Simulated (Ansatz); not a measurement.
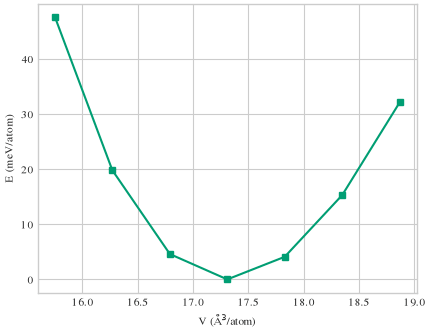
Figure. Al$_{2}$Au (MoSi2 or CaC2 type, I4/mmm) under volume change, DFT-PBE in the program Ansatz with PAW potentials, shape and atoms relaxed at each volume.

Task: What does a third-order Birch–Murnaghan fit give for V₀, B₀ and B′?

Result: V₀ = 17.31 Å³/atom, B₀ = 88.0 GPa, B′ = 5.6.

The cell is a constructed one: a structure type filled with these elements; neither database checked (COD, Materials Project) lists it. COD files the formula under space group No. 225. Its standing as an ambient phase is unchecked. The cell was relaxed with PBE under the symmetry of its start; its stability against distortions is not shown here. Spin–orbit coupling is left out wherever it is not named.

Potentials: the later of the program's two PAW sets.
